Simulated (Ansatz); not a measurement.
Run report: C$_{2}$H$_{8}$BNO, geometry relaxation (part 2 of 3)

The same run, continued: C$_{2}$H$_{8}$BNO; RKS PBE/6-31G* (Ansatz 0.2.0). It belongs to a series of runs on one base structure; here: end point A relaxed.

Geometry of the input (Å):
```
C  -1.1736  -0.6921  0.9648
B  0.2098  -0.6956  0.2695
O  1.1993  -1.6044  0.7704
C  0.6052  0.2225  -1.0078
N  0.4603  1.6186  -0.6700
H  -1.4194  0.3887  1.3408
H  -1.9703  -0.9107  0.2087
H  -1.2236  -1.3535  1.7868
H  1.7306  -1.0590  1.5015
H  1.5577  -0.0263  -1.3388
H  -0.2024  -0.0217  -1.7946
H  0.8450  2.1818  -1.4469
H  -0.5983  1.9168  -0.5697
```

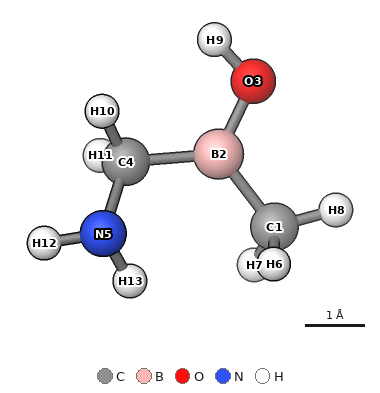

*The geometry at step 15 of the log (ball-and-stick view, seen at a tilt; atoms are numbered from 1 in the order of the input).*

Trajectory as extended XYZ, continued
```
13
Properties=species:S:1:pos:R:3:forces:R:3 step=5 energy=-6410.34439
C    -1.2657   -0.6403    0.9404   -0.0623  -0.1455  -0.2464
B     0.1900   -0.7191    0.3256    0.0913  -0.1511   0.4635
O     1.0948   -1.5199    1.0250    1.5772   1.7647  -0.3442
C     0.6115    0.1755   -0.9410   -0.0997   0.1006   0.1831
N     0.4304    1.6145   -0.6088    0.0432   0.0142   0.1157
H    -1.4227    0.4026    1.2855   -0.0166  -0.0469  -0.0053
H    -2.0697   -0.8525    0.2121   -0.0355   0.0415   0.0137
H    -1.3920   -1.2988    1.8136   -0.0172  -0.0309   0.0068
H     2.0166   -1.0682    0.9021   -1.6220  -1.3468  -0.0718
H     1.6703    0.0196   -1.2199    0.0715   0.0141   0.0304
H     0.0171   -0.1397   -1.8293    0.0029  -0.1622  -0.0806
H     0.7126    2.1884   -1.4126   -0.0379   0.0015  -0.0415
H    -0.5729    1.8030   -0.4781    0.1051  -0.0532  -0.0233
13
Properties=species:S:1:pos:R:3:forces:R:3 step=6 energy=-6410.52724
C    -1.2890   -0.6505    0.9202    0.0649   0.1179   0.2685
B     0.1888   -0.6705    0.3618   -0.1515   0.1166  -0.4380
O     1.1100   -1.4021    1.0535    0.7812  -0.0040   0.2432
C     0.6203    0.1923   -0.9172    0.1692  -0.1025   0.2854
N     0.4485    1.6359   -0.6048   -0.1679  -0.1233  -0.3230
H    -1.4561    0.3856    1.2729   -0.0823   0.1058   0.0684
H    -2.1167   -0.8512    0.2174    0.1757  -0.0972  -0.1104
H    -1.3962   -1.2898    1.8104   -0.0913  -0.1139  -0.0239
H     2.0356   -1.2007    0.7535   -0.6804  -0.2205   0.0387
H     1.6956    0.0461   -1.1421    0.0409  -0.0612  -0.0223
H     0.0753   -0.1927   -1.8139   -0.0635   0.1772  -0.0509
H     0.6566    2.1616   -1.4646   -0.0249   0.1530   0.0656
H    -0.5524    1.8010   -0.4325    0.0300   0.0521  -0.0010
13
Properties=species:S:1:pos:R:3:forces:R:3 step=7 energy=-6410.55620
C    -1.2637   -0.6257    0.9577   -0.1261  -0.0236  -0.1200
B     0.2025   -0.6626    0.3763    0.1318   0.2141   0.4457
O     1.1132   -1.3700    1.1307    0.0763  -0.1074  -0.3070
C     0.6408    0.1890   -0.9042   -0.0747   0.1913  -0.4121
N     0.3858    1.6372   -0.6917   -0.0249   0.0451   0.3704
H    -1.4008    0.3535    1.4558   -0.0232   0.0183   0.0883
H    -2.0438   -0.6697    0.1755    0.0011  -0.0603   0.0230
H    -1.4540   -1.4135    1.7091    0.0103   0.0956  -0.0731
H     2.0167   -1.3152    0.7506   -0.1365   0.0656   0.0456
H     1.7231    0.0618   -1.1065    0.0437   0.0503   0.0052
H     0.1239   -0.2094   -1.8136    0.0356  -0.1280   0.0237
H     0.5886    2.2014   -1.5270    0.0340  -0.2695  -0.0689
H    -0.6119    1.7883   -0.4980    0.0527  -0.0916  -0.0207
13
Properties=species:S:1:pos:R:3:forces:R:3 step=8 energy=-6410.58226
C    -1.2691   -0.6158    0.9566   -0.0172   0.2332   0.0879
B     0.2102   -0.6286    0.4009    0.0985  -0.3048  -0.0137
O     1.1141   -1.4057    1.0941   -0.1233   0.1217  -0.0623
C     0.6457    0.1993   -0.8989    0.0091   0.1062   0.0225
N     0.3994    1.6439   -0.6662    0.0320   0.0397  -0.0029
H    -1.4545    0.3783    1.4217   -0.0459  -0.1284  -0.0331
H    -2.0375   -0.7334    0.1694    0.0628   0.0022   0.0122
H    -1.4383   -1.3761    1.7370    0.0050   0.0114  -0.0164
H     2.0125   -1.3160    0.7183    0.0067   0.0039  -0.0388
H     1.7288    0.0727   -1.1092   -0.0287   0.0249   0.0177
H     0.1181   -0.2108   -1.7967    0.0155  -0.0525   0.0301
H     0.5927    2.1739   -1.5259   -0.0008  -0.0328  -0.0042
H    -0.6019    1.7834   -0.4862   -0.0137  -0.0247   0.0009
13
Properties=species:S:1:pos:R:3:forces:R:3 step=9 energy=-6410.58363
C    -1.2666   -0.5997    0.9612    0.2471  -0.1964  -0.0670
B     0.2119   -0.6317    0.4012    0.0547  -0.0960  -0.0196
O     1.1129   -1.4136    1.0848   -0.0692  -0.0099  -0.0031
C     0.6531    0.2038   -0.8918   -0.0809   0.0437   0.1240
N     0.3875    1.6451   -0.6636    0.0002   0.0050  -0.0691
H    -1.4573    0.3742    1.4227   -0.0894   0.3989   0.1833
H    -2.0236   -0.7171    0.1741   -0.1319  -0.0356  -0.1748
H    -1.4408   -1.3601    1.7340   -0.0156  -0.1141   0.0861
H     2.0057   -1.3389    0.6932    0.0183   0.0119  -0.0216
H     1.7358    0.0931   -1.0878    0.1104  -0.0082  -0.0116
H     0.1427   -0.2230   -1.7900   -0.0169  -0.0159  -0.0377
H     0.5770    2.1654   -1.5299   -0.0107   0.0158   0.0068
H    -0.6179    1.7676   -0.4934   -0.0161   0.0006   0.0044
13
Properties=species:S:1:pos:R:3:forces:R:3 step=10 energy=-6410.59267
C    -1.2600   -0.5851    0.9728    0.1467  -0.0863  -0.0499
B     0.2172   -0.6322    0.4072   -0.0733  -0.0052  -0.0286
O     1.0987   -1.4564    1.0611    0.0086  -0.0527   0.0025
C     0.6709    0.2179   -0.8705   -0.0390   0.1203   0.0836
N     0.3596    1.6561   -0.6816    0.0233  -0.0269  -0.0519
H    -1.4497    0.3908    1.4451   -0.0434   0.2093   0.0787
H    -2.0169   -0.6955    0.1790   -0.0641  -0.0048  -0.0783
H    -1.4400   -1.3544    1.7375   -0.0138  -0.0746   0.0540
H     1.9876   -1.3933    0.6588    0.0434  -0.0037   0.0021
H     1.7626    0.1384   -1.0366    0.0822  -0.0225   0.0006
H     0.2017   -0.2328   -1.7794   -0.0255  -0.0551  -0.0360
H     0.5375    2.1562   -1.5624   -0.0173   0.0173   0.0220
H    -0.6488    1.7554   -0.5163   -0.0277  -0.0151   0.0012
13
Properties=species:S:1:pos:R:3:forces:R:3 step=11 energy=-6410.59943
C    -1.2384   -0.5355    0.9998    0.0010  -0.0604   0.0044
B     0.2332   -0.6351    0.4187   -0.0267  -0.0492   0.1176
O     1.0643   -1.5764    0.9927   -0.1137   0.1904  -0.1698
C     0.7217    0.2532   -0.8184    0.0053   0.2905  -0.1589
N     0.2718    1.6753   -0.7229    0.0424  -0.3222  -0.0607
H    -1.4102    0.4394    1.5031    0.0510  -0.0899  -0.0819
H    -1.9928   -0.6051    0.1889    0.0443   0.0315   0.0914
H    -1.4483   -1.3338    1.7353    0.0023   0.0843  -0.0563
H     1.9495   -1.5350    0.5773    0.0271  -0.0392   0.0272
H     1.8370    0.2568   -0.9002   -0.2621   0.0135   0.0184
H     0.3608   -0.2725   -1.7510    0.1005   0.0828   0.2081
H     0.4198    2.1396   -1.6302    0.0037  -0.0544   0.0742
H    -0.7482    1.6942   -0.5784    0.1248  -0.0777  -0.0137
13
Properties=species:S:1:pos:R:3:forces:R:3 step=12 energy=-6410.60595
C    -1.2409   -0.5416    0.9938    0.0149  -0.0097   0.0040
B     0.2281   -0.6388    0.4109   -0.0178   0.0019   0.0698
O     1.0673   -1.5605    0.9952   -0.0392   0.0565  -0.0893
C     0.7153    0.2486   -0.8266   -0.0274   0.2042  -0.0164
N     0.2786    1.6661   -0.7081    0.0119  -0.1910  -0.0811
H    -1.4049    0.4422    1.4788    0.0287  -0.0468  -0.0448
H    -2.0025   -0.6215    0.1935    0.0159   0.0156   0.0375
H    -1.4457   -1.3223    1.7462   -0.0018   0.0284  -0.0237
H     1.9543   -1.5171    0.5836    0.0136  -0.0266   0.0227
H     1.8240    0.2466   -0.9135   -0.0735  -0.0076   0.0183
H     0.3490   -0.2635   -1.7568    0.0315   0.0119   0.0538
H     0.4392    2.1442   -1.6054   -0.0058  -0.0159   0.0530
H    -0.7414    1.6828   -0.5768    0.0491  -0.0209  -0.0036
13
Properties=species:S:1:pos:R:3:forces:R:3 step=13 energy=-6410.61314
C    -1.2292   -0.5266    1.0162    0.0073   0.0007   0.0033
B     0.2267   -0.6413    0.4130   -0.0756   0.0484  -0.0249
O     1.0483   -1.6046    0.9455   -0.0603  -0.0556   0.0738
C     0.7225    0.2685   -0.8019    0.0389   0.0270  -0.0396
N     0.2167    1.6550   -0.7276    0.0536   0.0056  -0.0307
H    -1.3529    0.4507    1.5228    0.0028  -0.0122  -0.0270
H    -2.0035   -0.5645    0.2267   -0.0040   0.0226   0.0017
H    -1.4488   -1.3188    1.7495    0.0003  -0.0085   0.0248
H     1.9338   -1.5709    0.5361    0.1026  -0.0115  -0.0519
H     1.8322    0.3102   -0.8292   -0.0254   0.0248   0.0111
H     0.4351   -0.2736   -1.7425    0.0201  -0.0137   0.0151
H     0.4479    2.1534   -1.5973   -0.0231  -0.0289   0.0288
H    -0.8086    1.6275   -0.6966   -0.0371   0.0013   0.0155
13
Properties=species:S:1:pos:R:3:forces:R:3 step=14 energy=-6410.61178 accepted=F
C    -1.2114   -0.4928    1.0418   -0.0237   0.0548   0.0005
B     0.2238   -0.6532    0.4038    0.1702  -0.0603   0.0786
O     1.0134   -1.6836    0.8749   -0.2021   0.0706  -0.0329
C     0.7544    0.3013   -0.7624    0.1003  -0.1376  -0.2154
N     0.1223    1.6384   -0.7536   -0.2095  -0.1031  -0.1245
H    -1.2755    0.4893    1.5550   -0.0046  -0.0811  -0.0530
H    -2.0076   -0.4837    0.2700    0.0477   0.0077   0.0417
H    -1.4505   -1.2830    1.7711    0.0028  -0.0027   0.0128
H     1.8898   -1.6919    0.4423    0.0399   0.0419  -0.0351
H     1.8641    0.4357   -0.6829   -0.3420   0.0012  -0.0039
H     0.6089   -0.2860   -1.7244    0.0649   0.2189   0.2543
H     0.3961    2.1482   -1.6055   -0.0825  -0.0269   0.0695
H    -0.9075    1.5264   -0.8154    0.4386   0.0165   0.0075
13
Properties=species:S:1:pos:R:3:forces:R:3 step=15 energy=-6410.61272 accepted=F
C    -1.2283   -0.5140    1.0170    0.0145   0.1343  -0.0047
B     0.2232   -0.6359    0.4046    0.1403  -0.1627  -0.0134
O     1.0260   -1.6304    0.9187    0.1079  -0.0120  -0.1106
C     0.7511    0.2814   -0.7954   -0.0658   0.0413   0.1800
N     0.2023    1.6512   -0.7377   -0.1420  -0.0391  -0.1051
H    -1.3420    0.4762    1.4995   -0.0092   0.0047   0.0194
H    -2.0120   -0.5543    0.2363    0.0130  -0.0313   0.0008
H    -1.4459   -1.2858    1.7732    0.0156  -0.0085  -0.0333
H     1.9082   -1.6319    0.4858   -0.1579   0.0359   0.0973
H     1.8572    0.3695   -0.7660    0.0016  -0.0716   0.0110
H     0.5318   -0.2862   -1.7397   -0.0329   0.0814  -0.0046
H     0.3708    2.1256   -1.6326    0.0072   0.0533  -0.0129
H    -0.8222    1.5999   -0.6490    0.1078  -0.0257  -0.0240
13
Properties=species:S:1:pos:R:3:forces:R:3 step=16 energy=-6410.61636
C    -1.2261   -0.5182    1.0178   -0.0048  -0.0133  -0.0120
B     0.2245   -0.6468    0.4057    0.0179   0.0234   0.0246
O     1.0354   -1.6296    0.9255    0.0006   0.0158  -0.0094
C     0.7340    0.2762   -0.7952    0.0098   0.0093  -0.0014
N     0.2032    1.6530   -0.7343   -0.0079  -0.0199  -0.0060
H    -1.3393    0.4648    1.5146    0.0128   0.0002  -0.0052
H    -2.0064   -0.5524    0.2338   -0.0046  -0.0005   0.0030
H    -1.4469   -1.3027    1.7598   -0.0023   0.0054  -0.0011
H     1.9265   -1.5976    0.5217   -0.0205  -0.0171  -0.0149
H     1.8424    0.3394   -0.7936   -0.0084   0.0000   0.0061
H     0.4812   -0.2746   -1.7411    0.0131   0.0052   0.0135
H     0.4134    2.1440   -1.6121   -0.0011  -0.0021  -0.0036
H    -0.8216    1.6096   -0.6880   -0.0045  -0.0065   0.0064
13
Properties=species:S:1:pos:R:3:forces:R:3 step=17 energy=-6410.61814
C    -1.2179   -0.5025    1.0268    0.0272   0.0660   0.0715
B     0.2326   -0.6361    0.4182    0.0121  -0.1726  -0.1147
O     1.0180   -1.6635    0.8959    0.0422   0.0711  -0.0725
C     0.7524    0.2950   -0.7719    0.0282   0.0133   0.0040
N     0.1690    1.6508   -0.7513   -0.0092  -0.0245  -0.0100
H    -1.3209    0.4836    1.5193   -0.0231   0.0012   0.0166
H    -1.9993   -0.5291    0.2431    0.0247  -0.0130  -0.0093
H    -1.4458   -1.2845    1.7693   -0.0017   0.0070  -0.0052
H     1.8985   -1.6685    0.4628   -0.0980   0.0307   0.0565
H     1.8582    0.3962   -0.7268   -0.0401   0.0077  -0.0005
H     0.5585   -0.2793   -1.7201    0.0108   0.0302   0.0635
H     0.3716    2.1316   -1.6364    0.0060  -0.0052   0.0038
H    -0.8545    1.5713   -0.7142    0.0209  -0.0118  -0.0037
13
Properties=species:S:1:pos:R:3:forces:R:3 step=18 energy=-6410.62033
C    -1.2102   -0.4868    1.0414    0.0040   0.0410   0.0007
B     0.2221   -0.6526    0.3989    0.1460  -0.0444   0.0743
O     0.9972   -1.6987    0.8557   -0.0138   0.0413  -0.0984
C     0.7665    0.3096   -0.7550    0.0307  -0.1175  -0.0983
N     0.1255    1.6376   -0.7627   -0.0791  -0.0200  -0.0396
H    -1.2806    0.5043    1.5310   -0.0037  -0.0182  -0.0103
H    -2.0079   -0.4990    0.2736    0.0065  -0.0067   0.0028
H    -1.4412   -1.2615    1.7895    0.0010  -0.0141   0.0029
H     1.8749   -1.7140    0.4179   -0.0962   0.0389   0.0398
H     1.8667    0.4543   -0.6479   -0.1527  -0.0095  -0.0006
H     0.6502   -0.2736   -1.7151    0.0287   0.1107   0.1153
H     0.3544    2.1290   -1.6358   -0.0112   0.0003   0.0210
H    -0.8972    1.5163   -0.7769    0.1396  -0.0019  -0.0096
13
Properties=species:S:1:pos:R:3:forces:R:3 step=19 energy=-6410.62189
C    -1.2089   -0.4863    1.0459    0.0098   0.0318   0.0122
B     0.2238   -0.6505    0.4033    0.0384  -0.0631  -0.0088
O     0.9921   -1.7056    0.8456   -0.0014   0.0564  -0.0030
C     0.7633    0.3082   -0.7553    0.0559  -0.0621  -0.0540
N     0.1235    1.6363   -0.7647   -0.0730  -0.0049  -0.0336
H    -1.2806    0.5014    1.5420   -0.0045  -0.0174  -0.0152
H    -2.0052   -0.4949    0.2766    0.0060  -0.0009   0.0030
H    -1.4408   -1.2663    1.7884    0.0017  -0.0081   0.0028
H     1.8756   -1.7051    0.4227   -0.0437   0.0016  -0.0136
H     1.8615    0.4554   -0.6475   -0.0961  -0.0075  -0.0008
H     0.6499   -0.2722   -1.7152    0.0162   0.0676   0.0975
H     0.3639    2.1311   -1.6328   -0.0121   0.0010   0.0170
H    -0.8978    1.5136   -0.7942    0.1029   0.0056  -0.0035
13
Properties=species:S:1:pos:R:3:forces:R:3 step=20 energy=-6410.62313
C    -1.2078   -0.4854    1.0507    0.0134   0.0145   0.0202
B     0.2229   -0.6512    0.4042   -0.0109  -0.0172  -0.0031
O     0.9911   -1.7060    0.8438   -0.0070   0.0135  -0.0071
C     0.7626    0.3088   -0.7526    0.0394  -0.0153  -0.0248
N     0.1191    1.6352   -0.7678   -0.0479  -0.0068  -0.0130
H    -1.2810    0.5032    1.5434   -0.0026  -0.0063  -0.0109
H    -2.0054   -0.4981    0.2829    0.0029  -0.0022   0.0002
H    -1.4366   -1.2645    1.7957    0.0004   0.0003  -0.0029
H     1.8664   -1.7122    0.4059   -0.0013   0.0002  -0.0056
H     1.8566    0.4625   -0.6350   -0.0220  -0.0081   0.0083
H     0.6622   -0.2684   -1.7123    0.0021   0.0203   0.0324
H     0.3696    2.1334   -1.6307   -0.0015  -0.0001   0.0052
H    -0.8995    1.5078   -0.8134    0.0350   0.0072   0.0011
13
Properties=species:S:1:pos:R:3:forces:R:3 step=21 energy=-6410.62242 accepted=F
C    -1.2033   -0.4800    1.0585   -0.0019  -0.0141   0.0053
B     0.2214   -0.6556    0.4040    0.0151   0.0074  -0.0096
O     0.9851   -1.7192    0.8303   -0.0166   0.0198  -0.0025
C     0.7661    0.3091   -0.7479   -0.0520  -0.0145  -0.0562
N     0.1036    1.6231   -0.7763   -0.0263   0.1208   0.0872
H    -1.2770    0.5152    1.5361    0.0034   0.0009  -0.0057
H    -2.0017   -0.5046    0.2916   -0.0072   0.0010   0.0017
H    -1.4308   -1.2512    1.8120    0.0021   0.0038   0.0028
H     1.8567   -1.7262    0.3853    0.0069  -0.0116  -0.0087
H     1.8557    0.4741   -0.6115   -0.0141   0.0204   0.0102
H     0.6880   -0.2691   -1.7078    0.0172  -0.0130   0.0040
H     0.3694    2.1501   -1.6157    0.0555  -0.0483  -0.0410
H    -0.9128    1.4993   -0.8440    0.0179  -0.0724   0.0127
13
Properties=species:S:1:pos:R:3:forces:R:3 step=22 energy=-6410.62365
C    -1.2061   -0.4829    1.0546    0.0068   0.0031   0.0084
B     0.2215   -0.6525    0.4031   -0.0052  -0.0045   0.0008
O     0.9875   -1.7113    0.8360   -0.0013   0.0005  -0.0062
C     0.7644    0.3103   -0.7498    0.0058  -0.0048  -0.0066
N     0.1125    1.6323   -0.7704   -0.0128   0.0072  -0.0018
H    -1.2790    0.5087    1.5405   -0.0008   0.0001  -0.0036
H    -2.0052   -0.5006    0.2884   -0.0003  -0.0026   0.0000
H    -1.4332   -1.2587    1.8035    0.0012   0.0032  -0.0005
H     1.8603   -1.7194    0.3929   -0.0014  -0.0025  -0.0018
H     1.8556    0.4699   -0.6200   -0.0045  -0.0001   0.0062
H     0.6770   -0.2666   -1.7096    0.0034   0.0063   0.0073
H     0.3693    2.1352   -1.6285    0.0022  -0.0016  -0.0015
H    -0.9042    1.5006   -0.8260    0.0070  -0.0042  -0.0007
13
Properties=species:S:1:pos:R:3:forces:R:3 step=23 energy=-6410.62524
C    -1.1968   -0.4692    1.0756    0.0023  -0.0110  -0.0051
B     0.2166   -0.6578    0.4006    0.0075  -0.0064  -0.0073
O     0.9653   -1.7453    0.7928   -0.0027   0.0050  -0.0186
C     0.7744    0.3229   -0.7309   -0.0037   0.0101  -0.0218
N     0.0742    1.6197   -0.7868   -0.0099   0.0046  -0.0125
H    -1.2616    0.5341    1.5366   -0.0025  -0.0007   0.0027
H    -2.0058   -0.5031    0.3193    0.0059  -0.0004   0.0081
H    -1.4168   -1.2310    1.8410    0.0046   0.0114   0.0005
H     1.8249   -1.7680    0.3242   -0.0101  -0.0023   0.0137
H     1.8517    0.5221   -0.5374   -0.0701   0.0038  -0.0161
H     0.7633   -0.2555   -1.6950    0.0114   0.0265   0.0393
H     0.3653    2.1407   -1.6237   -0.0150  -0.0258   0.0214
H    -0.9343    1.4556   -0.9015    0.0824  -0.0148  -0.0043
13
Properties=species:S:1:pos:R:3:forces:R:3 step=24 energy=-6410.62574
C    -1.1893   -0.4589    1.0939   -0.0055  -0.0199  -0.0274
B     0.2090   -0.6653    0.3935    0.0551  -0.0024   0.0306
O     0.9434   -1.7754    0.7525   -0.0077   0.0323  -0.0335
C     0.7810    0.3336   -0.7160    0.0188  -0.0019  -0.0467
N     0.0441    1.6094   -0.7996   -0.0286  -0.0223  -0.0459
H    -1.2476    0.5556    1.5308    0.0039  -0.0163  -0.0044
H    -2.0095   -0.5105    0.3498    0.0041   0.0027   0.0191
H    -1.3987   -1.2056    1.8773    0.0083   0.0158  -0.0062
H     1.7959   -1.8040    0.2702   -0.0351  -0.0068   0.0171
H     1.8432    0.5658   -0.4680   -0.1415  -0.0124  -0.0370
H     0.8360   -0.2408   -1.6832    0.0092   0.0628   0.0903
H     0.3658    2.1452   -1.6164   -0.0375  -0.0302   0.0391
H    -0.9530    1.4161   -0.9701    0.1564  -0.0015   0.0048
```
